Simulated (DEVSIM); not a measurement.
System: Cr/La2O3/p-In0.53Ga0.47As capacitor, at 300 K.

| layer (left to right) | material | thickness (nm) | Na (cm⁻³) |
|---|---|---|---|
| 1 | La2O3 | 2.80 | - |
| 2 | In0.53Ga0.47As | 1100 | 2.8e17 |

Metal gate on the left, work function 4.5 eV. Fixed charge at the semiconductor interface 2.3e12 cm⁻² (in units of +e); no interface traps.

This is a model device: material constants are rounded textbook-type values typed into the input, and sizes, dopings and lifetimes were drawn at random. Values at 300 K.

```
parameter      La2O3  In0.53Ga0.47As
-------------  -----  --------------
gap (eV)         5.8            0.74
affinity (eV)    1.8            4.51
permittivity      27            13.9
Nc (cm⁻³)          -          2.1e17
Nv (cm⁻³)          -          7.7e18
```

Model (solved in DEVSIM): 1D Poisson equation in equilibrium, Boltzmann statistics, complete ionisation; no quantum confinement or tunnelling. Metal contacts follow the ideal Schottky-Mott rule: no Fermi-level pinning, no interface dipoles.

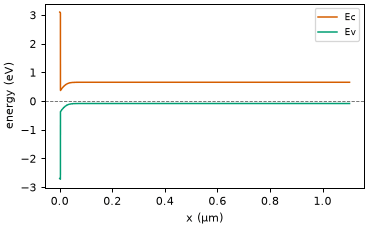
Fig. 1. Band edges at -0.4 V on the gate

Energies count from the Fermi level of the right contact; mesh points crowd at the junctions.

```
x (μm)     Ec (eV)  Ev (eV)  n (cm⁻³)  p (cm⁻³)  field (V/cm)
---------  -------  -------  --------  --------  ------------
0.000        3.100   -2.700     < 1e2     < 1e2        -83000
0.0007947    3.093   -2.707     < 1e2     < 1e2        -83000
0.001631     3.087   -2.713     < 1e2     < 1e2        -83000
0.002417     3.080   -2.720     < 1e2     < 1e2        -83000
0.003569     0.377   -0.363    9.7e10    6.2e12        140000
0.005310     0.400   -0.340    4.0e10    1.5e13        130000
0.008621     0.441   -0.299     8.2e9    7.3e13        120000
0.01791      0.534   -0.206     2.3e8    2.6e15         83000
0.03258      0.619   -0.121   8500000    7.0e16         35000
0.06047      0.653   -0.087   2300000    2.6e17          1900
0.1098       0.654   -0.086   2100000    2.8e17           ≈ 0
0.2536       0.654   -0.086   2100000    2.8e17           ≈ 0
0.4808       0.654   -0.086   2100000    2.8e17           ≈ 0
0.7607       0.654   -0.086   2100000    2.8e17           ≈ 0
0.9566       0.654   -0.086   2100000    2.8e17           ≈ 0
1.026        0.654   -0.086   2100000    2.8e17           ≈ 0
1.063        0.654   -0.086   2100000    2.8e17           ≈ 0
1.082        0.654   -0.086   2100000    2.8e17           ≈ 0
1.095        0.654   -0.086   2100000    2.8e17           ≈ 0
1.099        0.654   -0.086   2100000    2.8e17           ≈ 0
1.101        0.654   -0.086   2100000    2.8e17           ≈ 0
1.103        0.654   -0.086   2100000    2.8e17           ≈ 0
```
